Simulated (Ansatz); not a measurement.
A series of calculations on Si$_{2}$H$_{4}$OCl$_{4}$

**1. Relaxation**

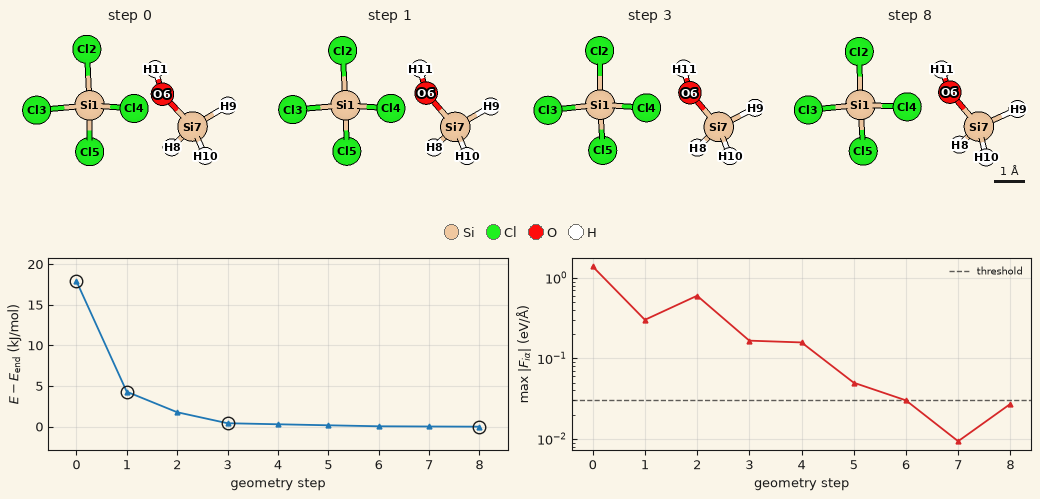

Frames of a relaxation of Si₂H₄OCl₄, marked on the history of the run. The picture is a ball-and-stick view, seen at a tilt.

The run prepares an end point of a later path (reaction) calculation, from a guessed geometry.

The calculation used RHF/def2-SVP (Ansatz). Set-up: no spin polarisation; force threshold 0.03 eV/Å; at most 50 steps.

**What happens along the run?**

The largest moves after the best rigid fit, 0.38 Å, are those of Si1 and Cl3. By element the largest moves are Si 0.38 Å, Cl 0.38 Å, H 0.36 Å, O 0.34 Å. Near-neighbour distances that change, for instance: Si1–Cl2 2.102 → 2.041 Å, O6–H11 0.968 → 0.944 Å, Si1–Cl3 2.051 → 2.040 Å, O6–Si7 1.661 → 1.655 Å. Among the angles between lasting bonds that change: Cl2–Si1–Cl3 105.0° → 108.1°, Cl4–Si1–Cl5 113.7° → 110.7°, Cl2–Si1–Cl5 112.5° → 110.1°. After 8 geometry steps the energy has fallen by 17.9 kJ/mol. The largest force component goes from 1.4 to 0.027 eV/Å. From step 0 to 1: H11 moves most (0.19 Å), energy −13.6 kJ/mol. From step 1 to 3: Si and Cl atoms move most (0.21 Å), energy −3.88 kJ/mol. From step 3 to 8: H atoms move most (0.16 Å), energy −0.42 kJ/mol.

| step | E − E(0), kJ/mol | largest force component, eV/Å |
| --- | --- | --- |
| 0 | 0.00 | 1.3843 |
| 1 | -13.63 | 0.3012 |
| 2 | -16.15 | 0.5999 |
| 3 | -17.51 | 0.1661 |
| 4 | -17.64 | 0.1578 |
| 5 | -17.76 | 0.0499 |
| 6 | -17.88 | 0.0301 |
| 7 | -17.91 | 0.0094 |
| 8 | -17.93 | 0.0272 |

Limits of the set-up: the start holds two separate molecules, 2.6 Å apart at their closest, whose relative position is a soft coordinate and is computed without a dispersion correction; Hartree-Fock leaves out electron correlation.

**2. Relaxation**

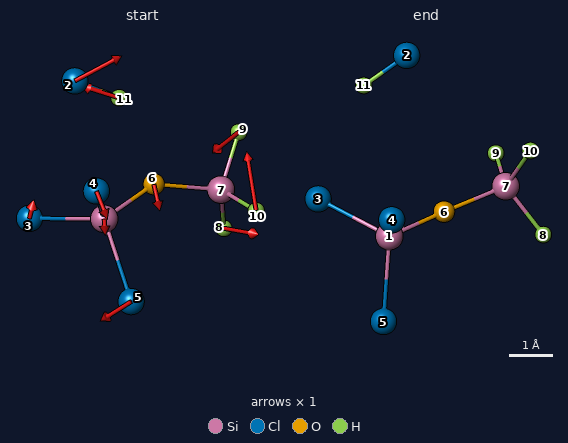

The structure of Si2H4OCl4 before (left) and after (right) a relaxation, at one scale. The red arrows give the displacements, at their true length.

Style: ball-and-stick. Shown at a tilt.

The run prepares an end point of a later path (reaction) calculation, from a guessed geometry.

Method: RHF/def2-SVP in Ansatz.

Input file:
```yaml
crystal:
  periodic: [false, false, false]
  atoms:
    - { symbol: Si, position_ang: [-0.292118, -0.095744, -0.546586] }
    - { symbol: Cl, position_ang: [-0.324713, 1.085141, 2.588448] }
    - { symbol: Cl, position_ang: [1.401249, -0.85911, 0.271948] }
    - { symbol: Cl, position_ang: [-0.200393, 1.920135, -0.793494] }
    - { symbol: Cl, position_ang: [-0.491041, -0.921079, -2.42186] }
    - { symbol: O, position_ang: [-1.635158, -0.547411, 0.292273] }
    - { symbol: Si, position_ang: [-3.168612, -1.178169, 0.086022] }
    - { symbol: H, position_ang: [-3.071677, -2.619753, -0.20648] }
    - { symbol: H, position_ang: [-3.88074, -0.957739, 1.357895] }
    - { symbol: H, position_ang: [-3.84489, -0.468101, -1.016092] }
    - { symbol: H, position_ang: [-1.278808, 0.209029, 2.339728] }
basis:
  gaussian: { orbitals: def2-SVP }
hamiltonian:
  xc: hf
relax:
  f_tol: 0.03
  max_steps: 50
output:
  orbitals: {}
```

Run as
```bash
ansatz run input.yaml --threads 4 --pin off --max-ram 5120MiB --backend cpu --events-out ev --progress --plain --runs-dir out
```

### Summarise the run.

The atom that moves furthest after the best rigid fit is H10 (1.44 Å). By element the largest moves are H 1.44 Å, Cl 1.30 Å, O 0.67 Å, Si 0.41 Å. Near-neighbour distances that change, for instance: Si1–O6 1.647 → 1.593 Å, Cl2–H11 1.319 → 1.274 Å, Si1–Cl3 2.030 → 2.054 Å, Si1–Cl5 2.058 → 2.041 Å. Among the angles between lasting bonds that change: Si1–O6–Si7 142.1° → 171.2°, Cl5–Si1–O6 106.0° → 110.5°, Cl3–Si1–Cl4 112.6° → 108.4°. The energy falls by 7.94 kcal/mol in 37 accepted moves (43 points after the start). The largest force component goes from 1.1 to 0.025 eV/Å. The line search rejected the trial steps at points 5, 8, 13, 16, 20, 32 of the run. The forces were under the threshold at step 9, but the run went on from there. The run took 66 s on 4 threads of Arm Neoverse V2 (shared host), peak memory 0.43 GiB.

Limits of the set-up: the start holds two separate molecules, 2.2 Å apart at their closest, whose relative position is a soft coordinate and is computed without a dispersion correction; Hartree-Fock leaves out electron correlation.

**3. Path**

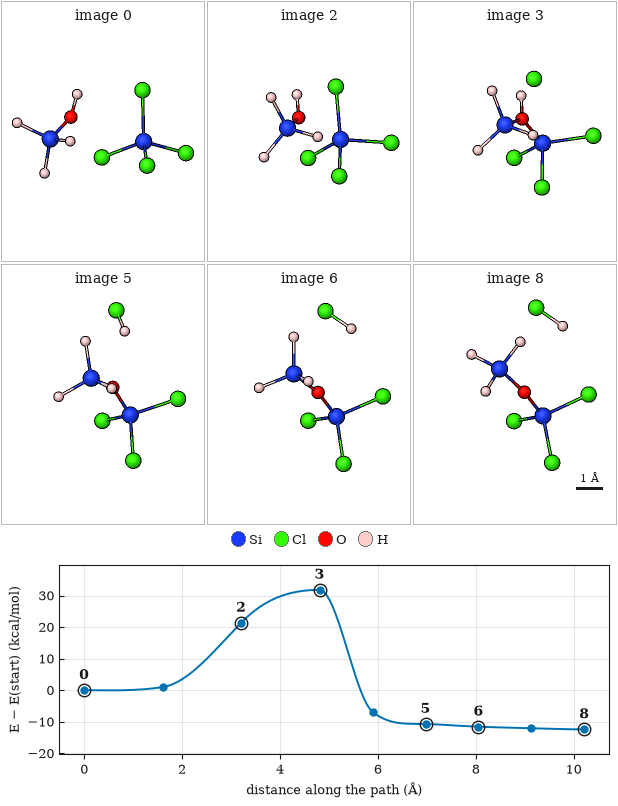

NEB run on Si2H4OCl4, made up at the start of SiCl4 and SiH$_{4}$O. Images are numbered from 0 (start) to 8 (end). A ball-and-stick model, seen from a free direction.

The calculation used RHF/def2-SVP in Ansatz. Settings: 7 movable images; climbing image; force threshold 0.05 eV/Å; iteration limit 60; starting path through a guess of the saddle point.

Q: Describe the mechanism and the energy profile.

A: Forward barrier 31.8 kcal/mol, backward barrier 44.2 kcal/mol, with image 3 at the top; the reaction energy is −12.4 kcal/mol. Breaking: H–O (0.94 → 3.53 Å), Cl–Si (2.04 → 4.32 Å). Forming: Cl–H (3.17 → 1.27 Å), O–Si (3.60 → 1.59 Å). The band is converged. At the top, the vibrational analysis gives one imaginary mode (240i cm⁻¹), as a transition state must have.

Limits of the set-up: the start holds two separate molecules, 3.2 Å apart at their closest, whose relative position is a soft coordinate and is computed without a dispersion correction; Hartree-Fock leaves out electron correlation.

The run took 6 min on 4 threads of Arm Neoverse V2 (shared host), peak memory 0.46 GiB.
